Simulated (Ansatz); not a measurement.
# (CdS)3(CuI)1 [001] superlattice, started as zinc blende: phonons and vibrational spectra, part 2 of 2

Task: relax (CdS)3(CuI)1 [001] superlattice, started as zinc blende, then find its harmonic phonons.

Ansatz 0.2.0; DFT PBEsol, scalar-relativistic, plane waves, PAW.

So far. Step 4 (Tight relaxation): The largest force component left is 0.74 meV/Å and the pressure is -0.001 GPa, within the tolerances set. The cell now holds 25.20 Å³/atom. The relaxed cell has a, b, c = 4.088, 4.145, 11.900 Å (conventional setting).

The structure was built from a prototype and need not be the compound's stable phase.

## 5. Zone-centre response

The zone centre is the only wavevector solved here; it holds the modes that light can see, as far as symmetry allows. The response to a homogeneous field gives the Born charges and the dielectric tensor.

Contents of input.yaml:

```yaml
crystal:
  lattice:
    - [2.9308891514, 2.9308891514, 0.0]
    - [-2.8906590237, 2.8906590237, 0.0]
    - [0.0, 0.0, 11.8996497247]
  atoms:
    - { symbol: Cd, position: [0.0, 0.0, 0.0206929571] }
    - { symbol: Cd, position: [0.5, 0.5, 0.2660648412] }
    - { symbol: Cd, position: [0.0, 0.0, 0.5108487074] }
    - { symbol: Cu, position: [0.5, 0.5, 0.6981946249] }
    - { symbol: I, position: [1.0, 0.5, 0.8559481197] }
    - { symbol: S, position: [0.5, 1.0, 0.1367588814] }
    - { symbol: S, position: [1.0, 0.5, 0.3820731163] }
    - { symbol: S, position: [0.5, 1.0, 0.6294187519] }
kpoints:
  mp_grid: { grid: [8, 8, 4] }
hamiltonian:
  xc: pbesol
scf:
  occupations: { method: fixed }
output:
  eigenvalues: true
phonons:
  method: dfpt
  dielectric: true
  rigid_motions: translations
```

On the command line:

```console
> ansatz run input.yaml --threads 8 --pin off --max-ram 14336MiB --backend cpu --events-out ev --progress --plain --runs-dir out
```

Numbers of over 12 decimals in the logs are rounded to 6 here.

Output:

```text
[...]
Crystal: 8 atoms, lattice volume = 201.632 Å³
Basis set: ecut = 420 eV, 3935 PW (Γ), exchange–correlation on 60×60×160 points (8 copies of the dense FFT grid, shifted against one another)
Bands: 69, of which v1, the nominal top of the filled ones, is band 57 counted from 1 (56 counted from 0)
Symmetry: 4 space group operations
k-points: 132 of 256 (irreducible under 1 space group operation, time reversal used)
[...]
SCF iter   1: F=—  HF=-41231.828747 eV  |F-HF|=—  |Δ(HF+E_count)|=         —  Δρ=6.12e-3  dr2=1.09e-1  ethr=1.77e-3  ⟨swp⟩=5.4  Hψ=28977  notcnv=0  defer=1305
[...]
SCF iter  13: F=-41231.799421 eV  HF=-41231.799421 eV  |F-HF|=1.46e-11  |Δ(HF+E_count)|=  2.91e-11  Δρ=1.74e-7  dr2=6.38e-11  ethr=1.00e-12  ⟨swp⟩=14.6  Hψ=61933  notcnv=0
SCF 1 converged in 13 iterations: F = -41231.799421 eV  dr2 = 6.38e-11
[...]
DFPT response loops at Γ: preconditioner auto → Resta (q_TF=auto, 2.481 Å⁻¹)  ε∞=12.3 (no band partly filled); β = 1.00, the filter's whole step (`scf.mixing.beta` (0.50) is not read by the response loops at its default; to damp them type it under 1.00, their step now; it binds the ground state too); Broyden in place of MSR1
── the response to a field inside a basis, on 14×14×6 k-points: an SCF that follows is theirs, and a resumed run solves both again ──
Bands: 58, of which v1, the nominal top of the filled ones, is band 57 counted from 1 (56 counted from 0)
k-points: 147
[...]
Eigensolver: Dense (147 Hₖ)
SCF iter   1: F=—  HF=-41231.572260 eV  |F-HF|=—  |Δ(HF+E_count)|=         —  Δρ=4.80e-4  dr2=1.72e-4  ethr=1.00e-1
[...]
SCF iter   6: F=-41231.572304 eV  HF=-41231.572304 eV  |F-HF|=5.63e-8  |Δ(HF+E_count)|=   2.43e-7  Δρ=4.16e-6  dr2=5.39e-8  ethr=5.44e-10
SCF 1 converged in 6 iterations: F = -41231.572304 eV  dr2 = 5.39e-8
[...]
WARN: field response: ε∞ stands inside a basis, on 14×14×6 points; the force constants stand on the 8×8×4 k-mesh, whose period is 9.01 times the interband length at k = (0.0000, 0.0000, 0.0000), direct gap 0.398 eV, under 14: take them and everything formed from them as unconverged, and compare with a denser kpoints.mp_grid
SCF converged after 13 iterations
Free energy (F): -41231.799421 eV
[...]
Internal energy: -41231.799421 eV  (E = F + TS)
E sigma→0 (E₀):  -41231.799421 eV
Fermi energy:    7.872686 eV
[...]
--- Band table (eV; the first three rows and the last of 132) ---
  k-point 0: bands = [... 53 lower, 6.5044, 7.5604, 7.8076, 7.8727, 8.2705, 10.1884, 10.8188, 10.9248, ... 8 higher]
  k-point 1: bands = [... 53 lower, 6.5487, 7.5307, 7.5319, 7.8552, 8.6834, 10.0048, 10.6414, 11.0390, ... 8 higher]
  k-point 2: bands = [... 53 lower, 6.5902, 7.3604, 7.5011, 7.8370, 9.1277, 9.6430, 10.6096, 11.0293, ... 8 higher]
  k-point 131: bands = [... 53 lower, 6.5313, 6.6237, 6.8915, 6.9222, 10.3097, 10.4171, 11.0213, 11.1600, ... 8 higher]
--- Phonons (Γ-DFPT): 16 representative perturbations + reference, on 132 of 256 k-points (Σ response iterations 59) ---
  k mesh reduced under 1 symmetry operation, with k and −k counted as one. Each operation leaves every solved perturbation unchanged. A smaller set is not considered because the run solves the response to a homogeneous field
  ASR residual: 1.674e-4 → 0.000e0 eV/Å²; symmetrization residual: 3.455e-5 eV/Å²
  ASR residual per site (eV/Å²): 2.27e-5 6.01e-5 5.88e-5 1.67e-4 2.69e-5 3.50e-5 3.91e-5 5.71e-5
  Γ frequencies (cm⁻¹): 0.00 0.00 0.00 32.28 37.89 43.51 50.61 50.70 55.52 62.97 74.80 96.70 113.01 121.58 150.11 217.55 239.41 243.31 262.15 273.72 274.82 283.62 289.67 365.41
  ε∞ (high-frequency dielectric tensor):
        7.384364    -0.249402    -0.000000
       -0.249402     7.384364     0.000000
       -0.000000     0.000000     8.312618
  ε⁰ (static dielectric tensor: ions relaxed, cell fixed):
       10.784642    -0.929100    -0.000000
       -0.929100    10.784642     0.000000
       -0.000000     0.000000    11.910405
  ε⁰ − ε∞ (ionic part):
        3.400278    -0.679698    -0.000000
       -0.679698     3.400278     0.000000
       -0.000000     0.000000     3.597788
  softest optical mode at Γ: 32.28 cm⁻¹; the repairs (sum rule, projections) moved no ω² at Γ by more than (2.80 cm⁻¹)²
  Born effective charges Z* (e; rows j = field, columns β = displacement):
    site 0:
         2.13132    0.08189   -0.00000
         0.08189    2.13132    0.00000
        -0.00000   -0.00000    2.17206
    site 1:
         2.13397    0.05828   -0.00000
         0.05828    2.13397    0.00000
        -0.00000   -0.00000    2.49019
    site 2:
         2.19806    0.07093   -0.00000
         0.07093    2.19806    0.00000
        -0.00000    0.00000    2.45765
    site 3:
         0.69053   -0.11078   -0.00000
        -0.11078    0.69053    0.00000
        -0.00000    0.00000    0.94072
    site 4:
        -0.97875    0.52043    0.00000
         0.52043   -0.97875   -0.00000
         0.00000   -0.00000   -1.26541
    site 5:
        -2.24688   -0.11907    0.00000
        -0.11907   -2.24688   -0.00000
         0.00000    0.00000   -2.44041
    site 6:
        -2.16676   -0.06807    0.00000
        -0.06807   -2.16676   -0.00000
         0.00000    0.00000   -2.52190
    site 7:
        -1.76147   -0.43361    0.00000
        -0.43361   -1.76147    0.00000
         0.00000    0.00000   -1.83289
  Z* charge neutrality: 2.562e-2 e pre-enforcement
  solved inside a basis spanned on kpoints, on 14×14×6 k-points transformed towards the longest dipole: ε∞ is read to err by 4.4e-2, Z* by 3.1e-2 e (field_mesh: kpoints solves on kpoints); Z* is corrected for what the basis lacks
  optical modes at Γ without the LO–TO term, one row a degenerate level:
      ω (cm⁻¹)  modes    IR ((D/Å)²/amu)
         32.28      1             0.0005
         37.89      1             0.0162
         43.51      1             0.0039
         50.61      1             0.0082
         50.70      1             0.2125
         55.52      1             0.0015
         62.97      1             0.1938
[...]
optical modes at Γ + LO–TO along q̂ = [1.0000, 0.0000, 0.0000]:
      ω (cm⁻¹)  modes    IR ((D/Å)²/amu)
[...]
optical modes at Γ + LO–TO along q̂ = [0.0000, 1.0000, 0.0000]:
      ω (cm⁻¹)  modes    IR ((D/Å)²/amu)
[...]
optical modes at Γ + LO–TO along q̂ = [0.0000, 0.0000, 1.0000]:
      ω (cm⁻¹)  modes    IR ((D/Å)²/amu)
[...]
113.01      1             1.3576
        122.71      1             0.1439
        152.66      1             0.4245
        217.55      1             8.2450
        239.41      1             0.0358
        262.15      1            13.4312
        269.15      1             3.5426
        274.82      1             0.6048
        282.06      1             7.3804
        284.31      1             3.7500
        289.67      1             0.0580
        365.41      1             1.1421
```

The job ended after 9.9 min (8 threads of Intel Xeon Platinum 8259CL at 2.50GHz (Skylake/Cascade Lake), shared host; peak memory 6.7 GiB; 72 min of CPU time).

The column dr2 measures how far the density is from self-consistency, as an energy; F and HF (Harris–Foulkes) agree once it is small.

Numbers from this step:

```
sum-rule residual before enforcement                    : 1.67e-4 eV/Å²
miss of the charge sum rule                             : 0.02562 e
estimated error of the dielectric tensor                : 0.04385
estimated error of the Born charges                     : 0.03132 e
point group                                             : mm2
highest optical mode at the zone centre (no LO-TO term) : 365.4 cm⁻¹
lowest optical zone-centre mode                         : 32.28 cm⁻¹
mean high-frequency dielectric constant                 : 7.694
largest Born charge (third of the trace)                : -2.311 e
mean static dielectric constant                         : 11.16
top of the zone-centre spectrum with the field          : 366.9 cm⁻¹
```

Without the LO-TO term. Patterns of degenerate modes are one choice out of their space. Modes at Γ, with each element's share of the kinetic energy:

| mode | frequency (cm⁻¹) | symmetry | Cd % | Cu % | I % | S % |
| --- | --- | --- | --- | --- | --- | --- |
| 1 | 0.0 | acoustic | 54 | 10 | 20 | 15 |
| 2 | 0.0 | acoustic | 54 | 10 | 20 | 15 |
| 3 | 0.0 | acoustic | 54 | 10 | 20 | 15 |
| 4 | 32.3 | B2 | 47 | 26 | 18 | 10 |
| 5 | 37.9 | B1 | 69 | 2 | 21 | 8 |
| 6 | 43.5 | B1 | 80 | 4 | 2 | 13 |
| 7 | 50.6 | B2 | 72 | 3 | 13 | 13 |
| 8 | 50.7 | B1 | 23 | 52 | 1 | 24 |
| 9 | 55.5 | B2 | 72 | 15 | 2 | 11 |
| 10 | 63.0 | B2 | 6 | 46 | 47 | 1 |
| 11 | 74.8 | A1 | 33 | 35 | 26 | 6 |
| 12 | 96.7 | A1 | 44 | 30 | 19 | 8 |
| 13 | 113.0 | B1 | 43 | 1 | 56 | 0 |
| 14 | 121.6 | A1 | 62 | 20 | 11 | 6 |
| 15 | 150.1 | A1 | 76 | 1 | 22 | 1 |
| 16 | 217.6 | B1 | 17 | 0 | 0 | 82 |
| 17 | 239.4 | B1 | 13 | 0 | 0 | 87 |
| 18 | 243.3 | A1 | 16 | 1 | 2 | 82 |
| 19 | 262.1 | B2 | 20 | 0 | 0 | 80 |
| 20 | 273.7 | A1 | 8 | 2 | 0 | 89 |
| 21 | 274.8 | B2 | 16 | 0 | 0 | 84 |
| 22 | 283.6 | A1 | 8 | 0 | 0 | 92 |
| 23 | 289.7 | B2 | 14 | 0 | 0 | 86 |
| 24 | 365.4 | B1 | 0 | 30 | 0 | 70 |

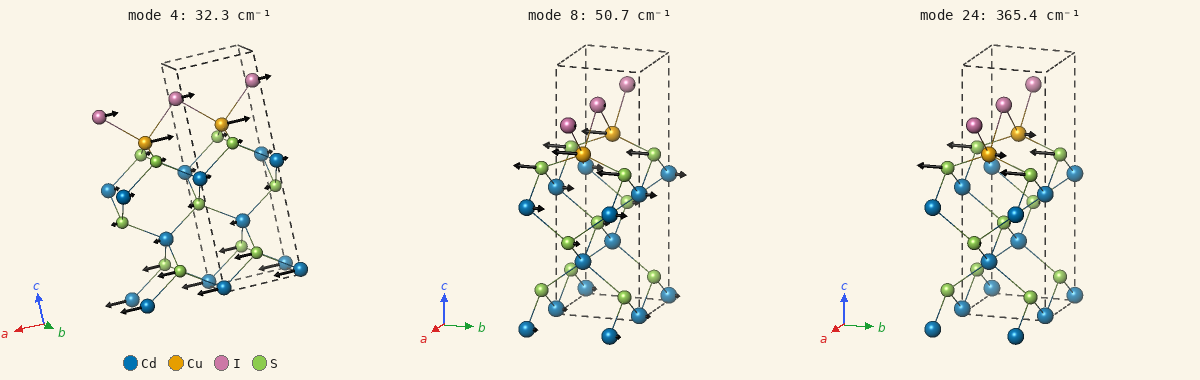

Displacement patterns of modes 4, 8 and 24 at Γ; arrows are exaggerated. 2×1×1 cells are drawn. Some periodic images of atoms are drawn too.

Optical modes at the zone centre, without and with the macroscopic field of the longitudinal modes; each column is sorted by frequency, so a row need not hold one and the same mode. Modes with and without the field, by row:

| rank among optical modes | no field (cm⁻¹) | q along (1, 0, 0) (cm⁻¹) | q along (0, 0, 1) (cm⁻¹) |
| --- | --- | --- | --- |
| 1 | 32.3 | 32.3 | 32.3 |
| 2 | 37.9 | 38 | 37.9 |
| 3 | 43.5 | 43.5 | 43.5 |
| 4 | 50.6 | 50.6 | 50.6 |
| 5 | 50.7 | 51.7 | 50.7 |
| 6 | 55.5 | 55.5 | 55.5 |
| 7 | 63 | 63.8 | 63 |
| 8 | 74.8 | 74.8 | 76.2 |
| 9 | 96.7 | 96.7 | 96.9 |
| 10 | 113 | 116.2 | 113 |
| 11 | 121.6 | 121.6 | 122.7 |
| 12 | 150.1 | 150.1 | 152.7 |
| 13 | 217.6 | 226.2 | 217.6 |
| 14 | 239.4 | 239.4 | 239.4 |
| 15 | 243.3 | 243.3 | 262.1 |
| 16 | 262.1 | 273.7 | 269.1 |
| 17 | 273.7 | 273.8 | 274.8 |
| 18 | 274.8 | 283.6 | 282.1 |
| 19 | 283.6 | 285.2 | 284.3 |
| 20 | 289.7 | 290.1 | 289.7 |
| 21 | 365.4 | 366.9 | 365.4 |

Born charge (rows field, columns displacement) (e), principal values of the symmetric part by kind of site:

| atom | atoms with these values | low | middle | high | mean |
| --- | --- | --- | --- | --- | --- |
| Cd1 | 1 | 2.05 | 2.17 | 2.21 | 2.14 |
| Cd2 | 1 | 2.08 | 2.19 | 2.49 | 2.25 |
| Cd3 | 1 | 2.13 | 2.27 | 2.46 | 2.28 |
| Cu4 | 1 | 0.58 | 0.80 | 0.94 | 0.77 |
| I5 | 1 | -1.50 | -1.27 | -0.46 | -1.07 |
| S6 | 1 | -2.44 | -2.37 | -2.13 | -2.31 |
| S7 | 1 | -2.52 | -2.23 | -2.10 | -2.29 |
| S8 | 1 | -2.20 | -1.83 | -1.33 | -1.79 |

In full for S7:

```
-2.17 -0.07  0.00
-0.07 -2.17  0.00
 0.00  0.00 -2.52
```

High-frequency dielectric tensor:

```
 7.38 -0.25  0.00
-0.25  7.38  0.00
 0.00  0.00  8.31
```

Static dielectric tensor (ions relaxed, fixed cell):

```
10.78 -0.93  0.00
-0.93 10.78  0.00
 0.00  0.00 11.91
```

Transverse modes. Infrared lines, with heights relative to the strongest:

| position (cm⁻¹) | lines merged | relative intensity |
| --- | --- | --- |
| 32 | 1 | 0.0 |
| 38 | 1 | 0.1 |
| 44 | 1 | 0.0 |
| 51 | 2 | 1.6 |
| 56 | 1 | 0.0 |
| 63 | 1 | 1.4 |
| 75 | 1 | 1.8 |
| 97 | 1 | 0.3 |
| 113 | 1 | 10 |
| 122 | 1 | 2.4 |
| 150 | 1 | 6.4 |
| 218 | 1 | 61 |
| 239 | 1 | 0.3 |
| 243 | 1 | 99 |
| 262 | 1 | 100 |
| 274 | 1 | 4.5 |
| 275 | 1 | 4.5 |
| 284 | 1 | 0.1 |
| 290 | 1 | 0.4 |
| 365 | 1 | 8.5 |

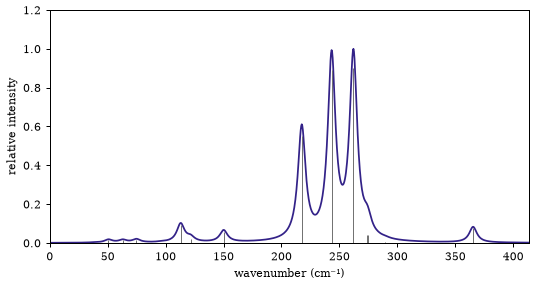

The infrared spectrum, broadened with Lorentzians of width 8 cm⁻¹; bars mark the lines.

Before it was imposed, the acoustic sum rule was missed by 1.7e-4 eV/Å² and the charge sum rule by 0.026 e. Small misses are needed for a sound result but don't prove that mesh and cutoff are converged. The lowest optical mode is real, 32.3 cm⁻¹.

The log warns of the k mesh: “the force constants stand on the 8×8×4 k-mesh, whose period is 9.01 times the interband length at k = (0.0000, 0.0000, 0.0000), direct gap 0.398 eV, under 14: take them and everything formed from them as unconverged”.

## 6. Isotope substitution, element Cd, natural mass 112.414 amu

An isotope changes the mass and not the force constants, so no new electronic calculation is needed; the shifts show which modes move this element.

The same force constants with the mass of Cd changed from 112.414 to 115.905 u (phonopy, no LO-TO term). Both lists are sorted by frequency; levels can cross, so a row need not hold one and the same mode. Modes under 3 cm⁻¹ are left out. Isotope shifts, by row:

| q | rank | natural mass (cm⁻¹) | changed mass (cm⁻¹) |
| --- | --- | --- | --- |
| 0 0 0 | 4 | 32.28 | 32.04 |
| 0 0 0 | 5 | 37.89 | 37.49 |
| 0 0 0 | 6 | 43.51 | 42.98 |
| 0 0 0 | 7 | 50.61 | 50.06 |
| 0 0 0 | 8 | 50.7 | 50.52 |
| 0 0 0 | 9 | 55.52 | 54.92 |
| 0 0 0 | 10 | 62.97 | 62.92 |
| 0 0 0 | 11 | 74.8 | 74.42 |
| 0 0 0 | 12 | 96.7 | 96.05 |
| 0 0 0 | 13 | 113 | 112.3 |
| 0 0 0 | 14 | 121.6 | 120.4 |
| 0 0 0 | 15 | 150.1 | 148.4 |
| 0 0 0 | 16 | 217.6 | 217 |
| 0 0 0 | 17 | 239.4 | 239 |
| 0 0 0 | 18 | 243.3 | 242.7 |
| 0 0 0 | 19 | 262.1 | 261.4 |
| 0 0 0 | 20 | 273.7 | 273.4 |
| 0 0 0 | 21 | 274.8 | 274.1 |
| 0 0 0 | 22 | 283.6 | 283.3 |
| 0 0 0 | 23 | 289.7 | 289.1 |
| 0 0 0 | 24 | 365.4 | 365.4 |

A mode of this element alone would shift by -1.52 %. The highest zone-centre frequency without the field goes from 365.4 to 365.4 cm⁻¹ (+0.0 %). The product of the frequency ratios over all optical modes at Γ is 0.893; the product rule, (m/m′)^(3k/2) (M′/M)^(3/2) with k = 3 such atoms and M the mass of the cell, gives 0.893.

## 7. Another isotope, element Cu, natural mass 63.546 amu

The same for Cu, from 63.55 to 64.93 u.

The same force constants with the mass of Cu changed from 63.546 to 64.928 u (phonopy, no LO-TO term). Both lists are sorted by frequency; levels can cross, so a row need not hold one and the same mode. Modes under 3 cm⁻¹ are left out. Isotope shifts, by row:

| q | rank | natural mass (cm⁻¹) | changed mass (cm⁻¹) |
| --- | --- | --- | --- |
| 0 0 0 | 4 | 32.28 | 32.18 |
| 0 0 0 | 5 | 37.89 | 37.88 |
| 0 0 0 | 6 | 43.51 | 43.49 |
| 0 0 0 | 7 | 50.61 | 50.41 |
| 0 0 0 | 8 | 50.7 | 50.6 |
| 0 0 0 | 9 | 55.52 | 55.43 |
| 0 0 0 | 10 | 62.97 | 62.66 |
| 0 0 0 | 11 | 74.8 | 74.51 |
| 0 0 0 | 12 | 96.7 | 96.39 |
| 0 0 0 | 13 | 113 | 113 |
| 0 0 0 | 14 | 121.6 | 121.3 |
| 0 0 0 | 15 | 150.1 | 150.1 |
| 0 0 0 | 16 | 217.6 | 217.5 |
| 0 0 0 | 17 | 239.4 | 239.4 |
| 0 0 0 | 18 | 243.3 | 243.3 |
| 0 0 0 | 19 | 262.1 | 262.1 |
| 0 0 0 | 20 | 273.7 | 273.6 |
| 0 0 0 | 21 | 274.8 | 274.8 |
| 0 0 0 | 22 | 283.6 | 283.6 |
| 0 0 0 | 23 | 289.7 | 289.7 |
| 0 0 0 | 24 | 365.4 | 364.2 |

A mode of this element alone would shift by -1.07 %. The highest zone-centre frequency without the field goes from 365.4 to 364.2 cm⁻¹ (-0.3 %). The product of the frequency ratios over all optical modes at Γ is 0.971; the product rule, (m/m′)^(3k/2) (M′/M)^(3/2) with k = 1 such atoms and M the mass of the cell, gives 0.971.

## 8. Another isotope, element S, natural mass 32.06 amu

The same for S, from 32.06 to 33.97 u.

The same force constants with the mass of S changed from 32.060 to 33.968 u (phonopy, no LO-TO term). Both lists are sorted by frequency; levels can cross, so a row need not hold one and the same mode. Modes under 3 cm⁻¹ are left out. Isotope shifts, by row:

| q | rank | natural mass (cm⁻¹) | changed mass (cm⁻¹) |
| --- | --- | --- | --- |
| 0 0 0 | 4 | 32.28 | 32.18 |
| 0 0 0 | 5 | 37.89 | 37.8 |
| 0 0 0 | 6 | 43.51 | 43.34 |
| 0 0 0 | 7 | 50.61 | 50.34 |
| 0 0 0 | 8 | 50.7 | 50.42 |
| 0 0 0 | 9 | 55.52 | 55.34 |
| 0 0 0 | 10 | 62.97 | 62.96 |
| 0 0 0 | 11 | 74.8 | 74.66 |
| 0 0 0 | 12 | 96.7 | 96.48 |
| 0 0 0 | 13 | 113 | 113 |
| 0 0 0 | 14 | 121.6 | 121.4 |
| 0 0 0 | 15 | 150.1 | 150.1 |
| 0 0 0 | 16 | 217.6 | 212.5 |
| 0 0 0 | 17 | 239.4 | 233.5 |
| 0 0 0 | 18 | 243.3 | 237.6 |
| 0 0 0 | 19 | 262.1 | 256.2 |
| 0 0 0 | 20 | 273.7 | 266.8 |
| 0 0 0 | 21 | 274.8 | 268.3 |
| 0 0 0 | 22 | 283.6 | 276.2 |
| 0 0 0 | 23 | 289.7 | 282.6 |
| 0 0 0 | 24 | 365.4 | 358.1 |

A mode of this element alone would shift by -2.85 %. The highest zone-centre frequency without the field goes from 365.4 to 358.1 cm⁻¹ (-2.0 %). The product of the frequency ratios over all optical modes at Γ is 0.781; the product rule, (m/m′)^(3k/2) (M′/M)^(3/2) with k = 3 such atoms and M the mass of the cell, gives 0.782.

## 9. Results

| Property | Result |
| --- | --- |
| space group after relaxation (within 0.01 Å) | Pmm2 |
| volume per atom | 25.2 Å³ |
| gap on the k-mesh | 0.398 eV |
| highest optical mode at the zone centre (no LO-TO term) | 365 cm⁻¹ |
| top of the zone-centre spectrum with the field | 367 cm⁻¹ |
| lowest optical zone-centre mode | 32.3 cm⁻¹ |
| mean high-frequency dielectric constant | 7.69 |
| mean static dielectric constant | 11.2 |
| largest Born charge (third of the trace) | -2.31 e |
| imaginary modes at Γ (the only wavevector solved) | none |

The structure is stable against zone-centre distortions, since no mode there is imaginary; other wavevectors were not solved, so zone-boundary instabilities are untested. Without the field, the optical modes at Γ span 32 to 365 cm⁻¹. No dispersion was computed. The highest mode in this list at Γ, 365.4 cm⁻¹, is mostly motion of S (70 % of the kinetic energy). With the macroscopic field of the longitudinal modes the top of the zone-centre spectrum lies at 367 cm⁻¹, against 365 cm⁻¹ without it. Lattice motion raises the mean dielectric constant from 7.694 to 11.16. The strongest infrared line is at 262 cm⁻¹. With the field response the log warns that the k mesh is coarse for the force constants too, so the frequencies may not be converged. Spin-orbit coupling is left out, which can matter for the heavy elements here. The starting cell was built on a prototype and not taken from a measurement, so the phase need not exist. These are harmonic frequencies at zero temperature: anharmonic shifts, linewidths and thermal expansion are left out.

[Logs are printed without paths, hosts, clocks, repeated set-up lines and the standing remarks that a program may print on its own settings, such as how far it seeks lower states.]

[Hosts, paths, dates, database ids (printed as entryN), source tags and the programs' standing remarks are cut or masked in the printed files.]
